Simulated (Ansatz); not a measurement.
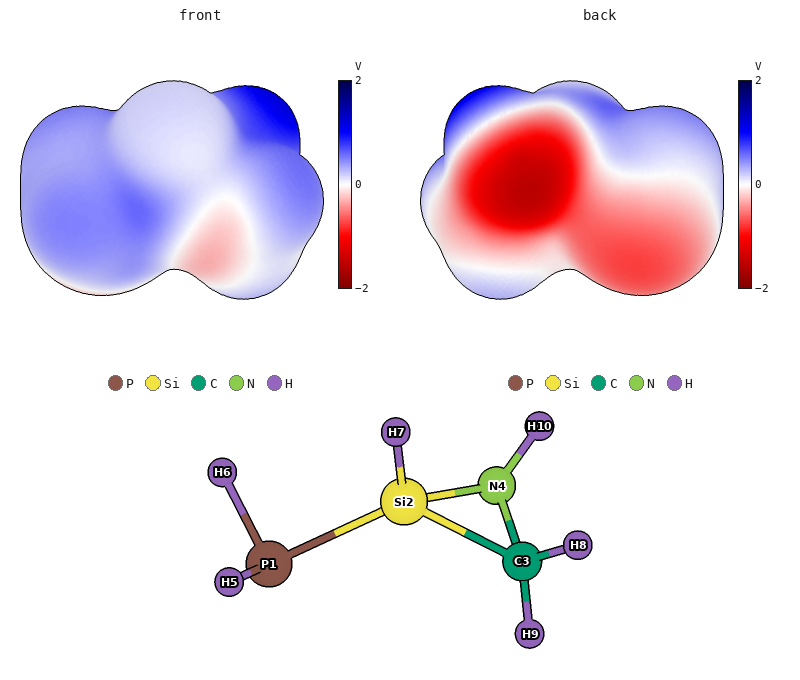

CH6NPSi (SMILES P[SiH]1CN1). The electrostatic potential painted on the density surface at 0.001 e/bohr³, seen from the front and from behind; the colour scale runs from red (negative) to blue (positive). The bare structure is drawn below in the same view.

These are results of Ansatz 0.2.0, RKS revPBE-D4/def2-SVP, not measurements.

Input

```
crystal:
  periodic: [false, false, false]
  atoms:
    - { symbol: P, position_ang: [-1.8988, 0.9775, -0.1463] }
    - { symbol: Si, position_ang: [0.0203, 0.5796, 0.6634] }
    - { symbol: C, position_ang: [0.6349, -1.1247, 0.4331] }
    - { symbol: "N", position_ang: [0.8845, -0.173, -0.6376] }
    - { symbol: H, position_ang: [-2.71283, 0.64354, 0.94045] }
    - { symbol: H, position_ang: [-1.9605, 2.3843, 0.08885] }
    - { symbol: H, position_ang: [0.9597, 1.7057, 0.9878] }
    - { symbol: H, position_ang: [1.5925, -1.372, 1.0004] }
    - { symbol: H, position_ang: [-0.0657, -1.8905, 0.3679] }
    - { symbol: H, position_ang: [1.7628, 0.1806, -0.6776] }
basis:
  gaussian: { orbitals: def2-SVP }
hamiltonian:
  xc: revpbe
  dispersion: d4
relax:
  f_tol: 0.015
  max_steps: 40
output:
  orbitals: {}
```

Run with:

```sh
ansatz run input.yaml --threads 1 --pin off --max-ram 2048MiB --backend cpu --events-out ev --progress --plain --runs-dir out
```

The fields are those of the relaxed geometry.

Where is the surface potential most negative and most positive?

The most negative region (about −1.5 V) lies over N4, the most positive (about +1.1 V) over H10. N4 is the likeliest acceptor of a hydrogen bond.
